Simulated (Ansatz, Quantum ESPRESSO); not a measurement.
# Hf2COF MXene, 1 layer in an electric field, part 3 of 6

How does Hf2COF MXene, 1 layer respond to a gate-like field without added charge?

Quantum ESPRESSO 7.5; plane-wave DFT, PBE, GBRV ultrasoft pseudopotentials; geometry and cross-check by Ansatz 0.2.0 with PAW datasets.

So far. Step 3 (SCF with pw.x: no field): The run needed 22 iterations to bring the estimated error under 1e-09 Ry; the largest force on any atom, held or free, is 0.09 eV/Å. Step 4 (Potential by pp.x): The vacuum is flat to 0.1 meV/Å, so its level is well defined. Inside the slab the curve depends on the local part of the pseudopotentials; only the vacuum level has a meaning of its own.

### 5. Bands along a path: no field

A bands run reads the converged density and follows the path given under K_POINTS.

The input, f0.bands.in:

```
&control
  prefix = 'f0.bands'
  outdir = './out'
  pseudo_dir = './pseudo'
  calculation = 'bands'
  tefield = .true.
  dipfield = .true.
/
&system
  ibrav = 0
  nat = 5
  ntyp = 4
  ecutwfc = 40
  ecutrho = 200
  occupations = 'smearing'
  smearing = 'fd'
  degauss = 0.004
  edir = 3
  emaxpos = 0.97
  eopreg = 0.04
  eamp = 0.0
  nbnd = 26
/
&electrons
  conv_thr = 1e-07
  mixing_beta = 0.4
  electron_maxstep = 120
  mixing_mode = 'local-TF'
/
ATOMIC_SPECIES
  F   18.9984  f_pbe_v1.4.uspp.F.UPF
  Hf  178.4900  hf_pbe_v1.uspp.F.UPF
  C   12.0110  c_pbe_v1.2.uspp.F.UPF
  O   15.9990  o_pbe_v1.2.uspp.F.UPF
CELL_PARAMETERS angstrom
  3.26124157920203 -0.00000000000000 -0.00000000000000
  -1.63062078960102 2.82431805546704 -0.00000000000000
  -0.00000000000000 -0.00000000000000 21.77181459960000
ATOMIC_POSITIONS crystal
  F   0.333333333333 0.666666666667 0.380451953493
  Hf  0.666666666667 0.333333333333 0.441791950104
  C   0.000000000000 0.000000000000 0.496993330134
  Hf  0.333333333333 0.666666666667 0.561804036658
  O   0.666666666667 0.333333333333 0.606479370412
K_POINTS crystal_b
4
  0.0000000000 0.0000000000 0.0000000000 14
  0.5000000000 0.0000000000 0.0000000000 14
  0.3333333333 0.3333333333 0.0000000000 14
  0.0000000000 0.0000000000 0.0000000000 1
```

Run with:

```sh
cp -r out/f0.save out/f0.bands.save
cp out/f0.xml out/f0.bands.xml
OMP_NUM_THREADS=1 mpirun -n 4 pw.x -nk 4 -in f0.bands.in > f0.bands.out
```

What it wrote:

```text
[banner, memory and clock lines left out]
Program PWSCF v.7.5 starts

          URL

     Presently no symmetry can be used with electric field

     Atomic positions and unit cell read from directory:
     ./out/f0.bands.save/

     G-vector sticks info

     bravais-lattice index     =            0
     lattice parameter (alat)  =       6.1629  a.u.
     unit-cell volume          =    1353.2804 (a.u.)^3
     number of atoms/cell      =            5
     number of atomic types    =            4
     number of electrons       =        41.00
     number of Kohn-Sham states=           26
     kinetic-energy cutoff     =      40.0000  Ry
     charge density cutoff     =     200.0000  Ry
     Exchange-correlation= SLA  PW   PBE  PBE
                           (   1   4   3   4   0   0   0)

     celldm(1)=   6.162853  celldm(2)=   0.000000  celldm(3)=   0.000000
     celldm(4)=   0.000000  celldm(5)=   0.000000  celldm(6)=   0.000000

     crystal axes: (cart. coord. in units of alat)
               a(1) = (   1.000000  -0.000000  -0.000000 )
               a(2) = (  -0.500000   0.866025  -0.000000 )
               a(3) = (  -0.000000  -0.000000   6.675928 )

     reciprocal axes: (cart. coord. in units 2 pi/alat)
               b(1) = (  1.000000  0.577350  0.000000 )
               b(2) = (  0.000000  1.154701  0.000000 )
               b(3) = (  0.000000  0.000000  0.149792 )

     PseudoPot. # 1 for F  read from file:
     ./pseudo/f_pbe_v1.4.uspp.F.UPF
     Pseudo is Ultrasoft, Zval =  7.0
     Generated by new atomic code, or converted to UPF format
     Using radial grid of  799 points,  4 beta functions with:
                l(1) =   0
                l(2) =   0
                l(3) =   1
                l(4) =   1
     Q(r) pseudized with  8 coefficients,  rinner =    0.950   0.950   0.950

     PseudoPot. # 2 for Hf read from file:
     ./pseudo/hf_pbe_v1.uspp.F.UPF
     Pseudo is Ultrasoft + core correction, Zval = 12.0
     Generated by new atomic code, or converted to UPF format
     Using radial grid of  921 points,  8 beta functions with:
                l(1) =   0
                l(2) =   0
                l(3) =   0
                l(4) =   1
                l(5) =   1
                l(6) =   2
                l(7) =   2
                l(8) =   3
     Q(r) pseudized with  6 coefficients,  rinner =    1.200   1.200   1.200
                                                       1.200   1.200   1.200
                                                       1.200

     PseudoPot. # 3 for C  read from file:
     ./pseudo/c_pbe_v1.2.uspp.F.UPF
     Pseudo is Ultrasoft + core correction, Zval =  4.0
     Generated by new atomic code, or converted to UPF format
     Using radial grid of  721 points,  4 beta functions with:
                l(1) =   0
                l(2) =   0
                l(3) =   1
                l(4) =   1
     Q(r) pseudized with  8 coefficients,  rinner =    1.100   1.100   1.100

     PseudoPot. # 4 for O  read from file:
     ./pseudo/o_pbe_v1.2.uspp.F.UPF
     Pseudo is Ultrasoft + core correction, Zval =  6.0
     Generated by new atomic code, or converted to UPF format
     Using radial grid of  737 points,  5 beta functions with:
                l(1) =   0
                l(2) =   0
                l(3) =   1
                l(4) =   1
                l(5) =   2
     Q(r) pseudized with  8 coefficients,  rinner =    0.900   0.900   0.900
                                                       0.900   0.900

     atomic species   valence    mass     pseudopotential
     F                 7.00    18.99840     F ( 1.00)
     Hf               12.00   178.49000     Hf( 1.00)
     C                 4.00    12.01100     C ( 1.00)
     O                 6.00    15.99900     O ( 1.00)

     No symmetry found

   Cartesian axes

     site n.     atom                  positions (alat units)
         1        F      tau(   1) = (  -0.0000000   0.5773503   2.5398699  )
         2        Hf     tau(   2) = (   0.5000000   0.2886751   2.9493713  )
         3        C      tau(   3) = (   0.0000000   0.0000000   3.3178918  )
         4        Hf     tau(   4) = (  -0.0000000   0.5773503   3.7505634  )
         5        O      tau(   5) = (   0.5000000   0.2886751   4.0488127  )

     number of k points=    43  Fermi-Dirac smearing, width (Ry)=  0.0040
                       cart. coord. in units 2pi/alat
        k(    1) = (   0.0000000   0.0000000   0.0000000), wk =   0.0465116
        k(    2) = (   0.0357143   0.0206197   0.0000000), wk =   0.0465116
        k(    3) = (   0.0714286   0.0412393   0.0000000), wk =   0.0465116
        k(    4) = (   0.1071429   0.0618590   0.0000000), wk =   0.0465116
        k(    5) = (   0.1428571   0.0824786   0.0000000), wk =   0.0465116
        k(    6) = (   0.1785714   0.1030983   0.0000000), wk =   0.0465116
        k(    7) = (   0.2142857   0.1237179   0.0000000), wk =   0.0465116
        k(    8) = (   0.2500000   0.1443376   0.0000000), wk =   0.0465116
        k(    9) = (   0.2857143   0.1649572   0.0000000), wk =   0.0465116
        k(   10) = (   0.3214286   0.1855769   0.0000000), wk =   0.0465116
        k(   11) = (   0.3571429   0.2061965   0.0000000), wk =   0.0465116
        k(   12) = (   0.3928571   0.2268162   0.0000000), wk =   0.0465116
        k(   13) = (   0.4285714   0.2474358   0.0000000), wk =   0.0465116
        k(   14) = (   0.4642857   0.2680555   0.0000000), wk =   0.0465116
        k(   15) = (   0.5000000   0.2886751   0.0000000), wk =   0.0465116
        k(   16) = (   0.4880952   0.3092948   0.0000000), wk =   0.0465116
        k(   17) = (   0.4761905   0.3299144   0.0000000), wk =   0.0465116
        k(   18) = (   0.4642857   0.3505341   0.0000000), wk =   0.0465116
        k(   19) = (   0.4523810   0.3711537   0.0000000), wk =   0.0465116
        k(   20) = (   0.4404762   0.3917734   0.0000000), wk =   0.0465116
        k(   21) = (   0.4285714   0.4123930   0.0000000), wk =   0.0465116
        k(   22) = (   0.4166667   0.4330127   0.0000000), wk =   0.0465116
        k(   23) = (   0.4047619   0.4536324   0.0000000), wk =   0.0465116
        k(   24) = (   0.3928571   0.4742520   0.0000000), wk =   0.0465116
        k(   25) = (   0.3809524   0.4948717   0.0000000), wk =   0.0465116
        k(   26) = (   0.3690476   0.5154913   0.0000000), wk =   0.0465116
        k(   27) = (   0.3571429   0.5361110   0.0000000), wk =   0.0465116
        k(   28) = (   0.3452381   0.5567306   0.0000000), wk =   0.0465116
        k(   29) = (   0.3333333   0.5773503   0.0000000), wk =   0.0465116
        k(   30) = (   0.3095238   0.5361110   0.0000000), wk =   0.0465116
[...]
k = 0.4643 0.3505 0.0000 (  5788 PWs)   bands (ev):

   -61.3466 -60.8765 -30.5065 -30.1633 -30.0198 -29.9478 -29.5752 -29.5170
   -24.5261 -16.9840  -9.1911  -7.1227  -6.2845  -6.2383  -4.8795  -3.2926
    -2.9039  -2.6246  -2.1301  -1.2926   0.9811   4.0312   4.5821   5.2901
     5.6876   6.0833

          k = 0.4524 0.3712 0.0000 (  5796 PWs)   bands (ev):

   -61.3463 -60.8762 -30.4984 -30.1600 -30.0363 -29.9415 -29.5748 -29.5319
   -24.5243 -16.9776  -9.1829  -7.1044  -6.3015  -6.2334  -4.8291  -3.3416
    -2.8629  -2.6545  -2.1328  -1.3657   1.0828   4.0542   4.4310   5.1866
     5.6316   6.1762

          k = 0.4405 0.3918 0.0000 (  5792 PWs)   bands (ev):

   -61.3460 -60.8759 -30.4881 -30.1560 -30.0565 -29.9337 -29.5750 -29.5497
   -24.5222 -16.9700  -9.1730  -7.0814  -6.3221  -6.2283  -4.7660  -3.3914
    -2.8253  -2.6953  -2.1328  -1.4450   1.2039   4.0393   4.3214   5.0711
     5.5696   6.2035

          k = 0.4286 0.4124 0.0000 (  5802 PWs)   bands (ev):

   -61.3456 -60.8755 -30.4758 -30.1517 -30.0798 -29.9244 -29.5800 -29.5655
   -24.5198 -16.9616  -9.1619  -7.0540  -6.3463  -6.2230  -4.6913  -3.4405
    -2.8139  -2.7264  -2.1290  -1.5252   1.3413   3.9400   4.3028   4.9454
     5.5064   6.1571

          k = 0.4167 0.4330 0.0000 (  5782 PWs)   bands (ev):

   -61.3452 -60.8751 -30.4616 -30.1471 -30.1054 -29.9135 -29.5994 -29.5692
   -24.5174 -16.9529  -9.1499  -7.0226  -6.3741  -6.2178  -4.6059  -3.4881
    -2.8698  -2.7055  -2.1216  -1.6030   1.4931   3.7955   4.3318   4.8176
     5.4436   6.0992

          k = 0.4048 0.4536 0.0000 (  5778 PWs)   bands (ev):

   -61.3448 -60.8746 -30.4458 -30.1434 -30.1319 -29.9013 -29.6241 -29.5693
   -24.5150 -16.9442  -9.1375  -6.9879  -6.4056  -6.2128  -4.5115  -3.5342
    -2.9570  -2.6650  -2.1115  -1.6767   1.6577   3.6458   4.3481   4.7108
     5.3810   6.0441

          k = 0.3929 0.4743 0.0000 (  5784 PWs)   bands (ev):

   -61.3444 -60.8742 -30.4285 -30.1626 -30.1368 -29.8879 -29.6501 -29.5689
   -24.5127 -16.9361  -9.1252  -6.9505  -6.4407  -6.2081  -4.4099  -3.5795
    -3.0544  -2.6206  -2.1009  -1.7450   1.8332   3.5051   4.2958   4.6706
     5.3172   5.9972

          k = 0.3810 0.4949 0.0000 (  5772 PWs)   bands (ev):

   -61.3440 -60.8738 -30.4103 -30.1908 -30.1329 -29.8737 -29.6758 -29.5685
   -24.5107 -16.9288  -9.1134  -6.9113  -6.4789  -6.2036  -4.3037  -3.6256
    -3.1523  -2.5751  -2.0925  -1.8064   2.0159   3.3814   4.1709   4.6990
     5.2508   5.9613

          k = 0.3690 0.5155 0.0000 (  5786 PWs)   bands (ev):

   -61.3436 -60.8735 -30.3917 -30.2182 -30.1296 -29.8592 -29.7003 -29.5681
   -24.5091 -16.9227  -9.1028  -6.8719  -6.5189  -6.1997  -4.1966  -3.6748
    -3.2417  -2.5304  -2.0905  -1.8572   2.1966   3.2842   4.0153   4.7552
     5.1811   5.9368

          k = 0.3571 0.5361 0.0000 (  5790 PWs)   bands (ev):

   -61.3434 -60.8732 -30.3739 -30.2428 -30.1271 -29.8456 -29.7215 -29.5679
   -24.5079 -16.9182  -9.0940  -6.8347  -6.5577  -6.1965  -4.0941  -3.7288
    -3.3131  -2.4893  -2.0987  -1.8922   2.3559   3.2297   3.8541   4.8192
     5.1096   5.9224

          k = 0.3452 0.5567 0.0000 (  5804 PWs)   bands (ev):

   -61.3432 -60.8730 -30.3595 -30.2615 -30.1256 -29.8349 -29.7370 -29.5678
   -24.5071 -16.9154  -9.0880  -6.8053  -6.5890  -6.1942  -4.0074  -3.7838
    -3.3588  -2.4574  -2.1143  -1.9095   2.4619   3.2365   3.7072   4.8833
     5.0397   5.9157

          k = 0.3333 0.5774 0.0000 (  5814 PWs)   bands (ev):

   -61.3431 -60.8730 -30.3537 -30.2690 -30.1251 -29.8308 -29.7429 -29.5677
   -24.5069 -16.9144  -9.0857  -6.7934  -6.6019  -6.1934  -3.9671  -3.8130
    -3.3743  -2.4444  -2.1233  -1.9137   2.4946   3.2694   3.6308   4.9261
     4.9943   5.9139

          k = 0.3095 0.5361 0.0000 (  5808 PWs)   bands (ev):

   -61.3434 -60.8732 -30.3700 -30.2460 -30.1268 -29.8429 -29.7239 -29.5679
   -24.5079 -16.9184  -9.0974  -6.8298  -6.5582  -6.1978  -4.0616  -3.7566
    -3.3197  -2.4966  -2.0759  -1.9071   2.4248   3.0768   3.9235   4.8308
     5.1068   5.9193

          k = 0.2857 0.4949 0.0000 (  5772 PWs)   bands (ev):

   -61.3443 -60.8742 -30.3908 -30.2050 -30.1298 -29.8598 -29.6863 -29.5684
   -24.5109 -16.9302  -9.1389  -6.8801  -6.4777  -6.2135  -4.1727  -3.7154
    -3.2092  -2.5987  -1.9717  -1.8970   2.3104   2.7914   4.3431   4.7587
     5.2561   5.9400

          k = 0.2619 0.4536 0.0000 (  5780 PWs)   bands (ev):

   -61.3459 -60.8758 -30.3984 -30.1694 -30.1264 -29.8683 -29.6447 -29.5691
   -24.5159 -16.9498  -9.2169  -6.8993  -6.3974  -6.2417  -4.2370  -3.6931
    -3.1342  -2.6699  -1.9183  -1.8276   2.2065   2.5285   4.5513   4.7776
     5.4258   5.9654

          k = 0.2381 0.4124 0.0000 (  5800 PWs)   bands (ev):

   -61.3482 -60.8782 -30.3889 -30.1615 -30.0982 -29.8637 -29.6063 -29.5672
   -24.5226 -16.9771  -9.3302  -6.8771  -6.3339  -6.2751  -4.2492  -3.6772
    -3.1478  -2.6633  -1.9151  -1.7117   2.1276   2.3026   4.5910   4.7587
     5.5489   5.8268

          k = 0.2143 0.3712 0.0000 (  5778 PWs)   bands (ev):

   -61.3512 -60.8812 -30.3616 -30.1702 -30.0589 -29.8437 -29.5875 -29.5479
   -24.5309 -17.0121  -9.4697  -6.8198  -6.3376  -6.2614  -4.2223  -3.6676
    -3.2104  -2.6169  -1.8932  -1.6057   2.0771   2.1219   4.5548   4.6839
     5.3304   5.6796

          k = 0.1905 0.3299 0.0000 (  5788 PWs)   bands (ev):

   -61.3547 -60.8847 -30.3182 -30.1856 -30.0201 -29.8081 -29.5873 -29.5137
   -24.5411 -17.0549  -9.6225  -6.7426  -6.3751  -6.2275  -4.1804  -3.6713
    -3.2658  -2.5739  -1.8291  -1.5144   1.9775   2.0709   4.3067   4.7051
     4.9382   5.5153

          k = 0.1667 0.2887 0.0000 (  5778 PWs)   bands (ev):

   -61.3586 -60.8887 -30.2641 -30.2026 -29.9841 -29.7596 -29.5895 -29.4801
   -24.5529 -17.1054  -9.7758  -6.6639  -6.4033  -6.2054  -4.1453  -3.6982
    -3.3035  -2.5141  -1.7230  -1.4368   1.8906   2.0944   3.9392   4.4895
     4.8631   5.2282

          k = 0.1429 0.2474 0.0000 (  5764 PWs)   bands (ev):

   -61.3626 -60.8928 -30.2428 -30.1797 -29.9521 -29.7069 -29.5868 -29.4502
   -24.5663 -17.1626  -9.9199  -6.6056  -6.4075  -6.1933  -4.1281  -3.7459
    -3.3523  -2.3852  -1.6061  -1.3625   1.8540   2.1576   3.5438   4.1882
     4.9022   4.9396

          k = 0.1190 0.2062 0.0000 (  5758 PWs)   bands (ev):

   -61.3666 -60.8969 -30.2636 -30.1103 -29.9252 -29.6688 -29.5642 -29.4248
   -24.5807 -17.2240 -10.0484  -6.5850  -6.3759  -6.1875  -4.1336  -3.7951
    -3.4303  -2.1704  -1.5353  -1.2599   1.8650   2.2556   3.2197   3.8788
     4.6645   4.9013

          k = 0.0952 0.1650 0.0000 (  5749 PWs)   bands (ev):

   -61.3703 -60.9006 -30.2867 -30.0377 -29.9034 -29.6586 -29.5146 -29.4041
   -24.5955 -17.2857 -10.1575  -6.5901  -6.3226  -6.1851  -4.1677  -3.8219
    -3.5228  -1.9177  -1.5145  -1.1259   1.9169   2.3714   3.0156   3.5569
     4.4340   4.7451

          k = 0.0714 0.1237 0.0000 (  5765 PWs)   bands (ev):

   -61.3734 -60.9038 -30.3071 -29.9708 -29.8868 -29.6620 -29.4583 -29.3882
   -24.6093 -17.3425 -10.2447  -6.6012  -6.2685  -6.1847  -4.2268  -3.8145
    -3.6093  -1.7897  -1.3938  -1.0002   2.0072   2.4703   2.9273   3.2554
     4.2374   4.6741

          k = 0.0476 0.0825 0.0000 (  5787 PWs)   bands (ev):

   -61.3758 -60.9062 -30.3229 -29.9161 -29.8754 -29.6690 -29.4106 -29.3771
   -24.6207 -17.3886 -10.3085  -6.6099  -6.2244  -6.1853  -4.2916  -3.7828
    -3.6766  -1.8374  -1.1369  -0.9073   2.1378   2.5121   2.8421   3.0809
     4.0986   4.6558

          k = 0.0238 0.0412 0.0000 (  5803 PWs)   bands (ev):

   -61.3773 -60.9078 -30.3329 -29.8794 -29.8686 -29.6755 -29.3792 -29.3704
   -24.6282 -17.4187 -10.3475  -6.6146  -6.1960  -6.1859  -4.3404  -3.7480
    -3.7187  -1.9084  -0.9200  -0.8535   2.3014   2.4937   2.6586   3.0879
     4.0230   4.6363

          k = 0.0000 0.0000 0.0000 (  5831 PWs)   bands (ev):

   -61.3778 -60.9083 -30.3363 -29.8664 -29.8664 -29.6783 -29.3683 -29.3683
   -24.6309 -17.4292 -10.3606  -6.6160  -6.1862  -6.1862  -4.3585  -3.7329
    -3.7329  -1.9384  -0.8363  -0.8363   2.4721   2.4721   2.4836   3.1050
     4.0003   4.6245

     XML data file, pseudopotentials, collected wavefunctions

                                        0.00s GPU  (     630 calls)
[key lines of the parts left out:]
Dipole field         -0.0016 Ry au,
```

Wall time 24 s (4 MPI ranks of Arm Neoverse V1, shared host); peak memory 0.37 GiB.

Band numbers count within the set of bands kept for display. Electronic bands along the path, in eV, zero at the Fermi level; # counts the bands kept:

| point | #5 | #6 | #7 | #8 | #9 | #10 | #11 | #12 |
| --- | --- | --- | --- | --- | --- | --- | --- | --- |
| Γ | -5.29 | -3.50 | -2.40 | -2.40 | 0.91 | 0.91 | 0.92 | 1.54 |
| M | -4.55 | -4.16 | -3.68 | -2.74 | -0.73 | 2.42 | 3.32 | 3.98 |
| K | -4.94 | -4.01 | -3.69 | -3.48 | 0.93 | 1.71 | 2.07 | 3.36 |
| Γ | -5.29 | -3.50 | -2.40 | -2.40 | 0.91 | 0.91 | 0.92 | 1.54 |

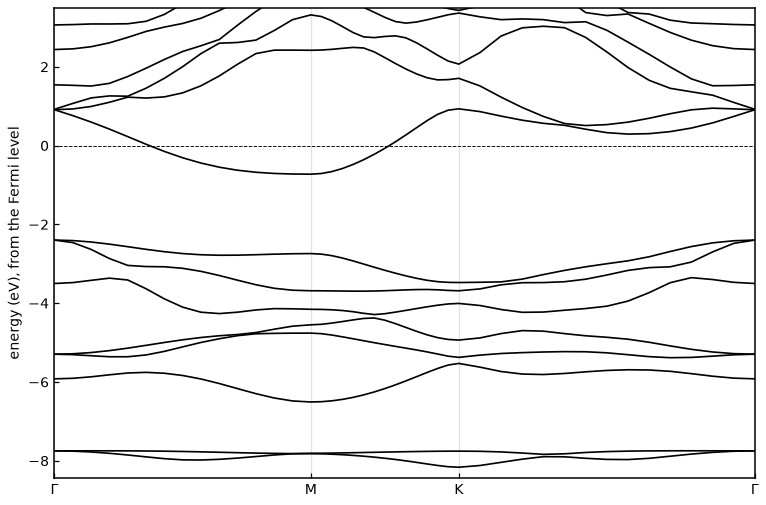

Electronic bands along the path.

### 6. SCF with pw.x: field 0.1 V/Å

eamp is the field in Hartree atomic units (1 a.u. = 51.42 V/Å). With dipfield on, it is the field in the vacuum beside an isolated sheet. The run starts from the density of the one before.

The input, f1.in:

```
&control
  prefix = 'f1'
  outdir = './out'
  pseudo_dir = './pseudo'
  calculation = 'scf'
  tprnfor = .true.
  tefield = .true.
  dipfield = .true.
/
&system
  ibrav = 0
  nat = 5
  ntyp = 4
  ecutwfc = 40
  ecutrho = 200
  occupations = 'smearing'
  smearing = 'fd'
  degauss = 0.004
  edir = 3
  emaxpos = 0.97
  eopreg = 0.04
  eamp = 0.00194469
/
&electrons
  conv_thr = 1e-09
  mixing_beta = 0.4
  electron_maxstep = 120
  mixing_mode = 'plain'
  startingpot = 'file'
/
ATOMIC_SPECIES
  F   18.9984  f_pbe_v1.4.uspp.F.UPF
  Hf  178.4900  hf_pbe_v1.uspp.F.UPF
  C   12.0110  c_pbe_v1.2.uspp.F.UPF
  O   15.9990  o_pbe_v1.2.uspp.F.UPF
CELL_PARAMETERS angstrom
  3.26124157920203 -0.00000000000000 -0.00000000000000
  -1.63062078960102 2.82431805546704 -0.00000000000000
  -0.00000000000000 -0.00000000000000 21.77181459960000
ATOMIC_POSITIONS crystal
  F   0.333333333333 0.666666666667 0.380451953493
  Hf  0.666666666667 0.333333333333 0.441791950104
  C   0.000000000000 0.000000000000 0.496993330134
  Hf  0.333333333333 0.666666666667 0.561804036658
  O   0.666666666667 0.333333333333 0.606479370412
K_POINTS automatic
  12 12 1 0 0 0
```

Run with:

```sh
cp -r out/f0.save out/f1.save
OMP_NUM_THREADS=1 mpirun -n 4 pw.x -nk 4 -in f1.in > f1.out
```

What it wrote:

```text
[banner, memory and clock lines left out]
Program PWSCF v.7.5 starts
[...]
number of electrons       =        41.00
     number of Kohn-Sham states=           25
     kinetic-energy cutoff     =      40.0000  Ry
     charge density cutoff     =     200.0000  Ry
[...]
number of k points=    74  Fermi-Dirac smearing, width (Ry)=  0.0040
[...]
Dense  grid:    64601 G-vectors     FFT dimensions: (  27,  27, 192)
[...]
The initial density is read from file :
[...]
negative rho (up, down):  2.194E-01 0.000E+00
[...]
Starting wfcs are   38 randomized atomic wfcs
[...]
negative rho (up, down):  2.194E-01 0.000E+00
[...]
estimated scf accuracy    <       0.01037268 Ry
[...]
negative rho (up, down):  2.194E-01 0.000E+00
[...]
estimated scf accuracy    <       0.14283785 Ry
[...]
negative rho (up, down):  2.194E-01 0.000E+00
[...]
estimated scf accuracy    <       0.00007094 Ry
[...]
negative rho (up, down):  2.194E-01 0.000E+00
[...]
estimated scf accuracy    <       0.00000307 Ry
[...]
negative rho (up, down):  2.194E-01 0.000E+00
[...]
estimated scf accuracy    <       0.00000020 Ry
[...]
negative rho (up, down):  2.194E-01 0.000E+00
[...]
estimated scf accuracy    <       0.00000002 Ry
[...]
negative rho (up, down):  2.194E-01 0.000E+00
[...]
estimated scf accuracy    <          2.6E-09 Ry
[...]
negative rho (up, down):  2.194E-01 0.000E+00
[...]
Computed dipole along edir(3) :
        Dipole               -0.1191 Ry au,         -0.3027 Debye
        Dipole field         -0.0011 Ry au,
        E field amplitude [Ha a.u.]:  1.9447E-03
        Potential amp.        0.2410 Ry
        Total length         39.4971 bohr
[...]
the Fermi energy is     1.5787 ev
!    total energy              =    -410.84088909 Ry
     estimated scf accuracy    <          5.4E-10 Ry
     smearing contrib. (-TS)   =      -0.00127771 Ry
     internal energy E=F+TS    =    -410.83961138 Ry
[...]
one-electron contribution =   -2329.45298967 Ry
     hartree contribution      =    1168.06012972 Ry
     xc contribution           =    -171.95764236 Ry
     ewald contribution        =     922.51029598 Ry
     electric field correction =       0.00059495 Ry
     convergence has been achieved in   8 iterations
     negative rho (up, down):  2.194E-01 0.000E+00
[...]
Total force =     0.007032     Total SCF correction =     0.000035
[...]
```

It took 55 s on 4 MPI ranks; peak memory 0.64 GiB; 3.6 min of CPU time.

Read from the output:

| Quantity | Value |
| --- | --- |
| free energy | -5589.7751 eV |
| energy at zero smearing | -5589.7664 eV |
| Fermi energy | 1.579 eV |
| dipole along the normal | -0.06302 e·Å |

The dipole goes from -0.0912 to -0.0630 e Å, 0.2821 e Å per V/Å.

### 7. Potential by pp.x

The input, f1.pot.in:

```
&inputpp
  prefix = 'f1'
  outdir = './out'
  filplot = 'f1.pot.dat'
  plot_num = 11
/
```

Run with:

```sh
OMP_NUM_THREADS=1 mpirun -n 4 pp.x -in f1.pot.in > f1.pot.out
```

It took 1.2 s on 4 MPI ranks; peak memory 0.14 GiB.

Read from the output:

| Item | Value |
| --- | --- |
| slope of the potential above | 0.09997 eV/Å |
| upper vacuum line continued to the top atoms, over the Fermi level | 5.053 eV |
| slope of the potential below | 0.09995 eV/Å |
| lower vacuum line continued to the bottom atoms, over the Fermi level | 3.322 eV |

The slope in the vacuum is 0.100 eV/Å for an applied 0.10 V/Å, as it should be.

(Part 3 of 6 ends here.)

[Logs are printed without paths, hosts, clocks, repeated set-up lines and the standing remarks that a program may print on its own settings, such as how far it seeks lower states.]

[Hosts, paths, dates, database ids (printed as entryN), source tags and the programs' standing remarks are cut or masked in the printed files.]

[Maps of the electrostatic potential energy from Ansatz leave out the sawtooth potential of an applied field or a dipole correction, so their vacuum need not be flat; planar profiles and work functions include it.]
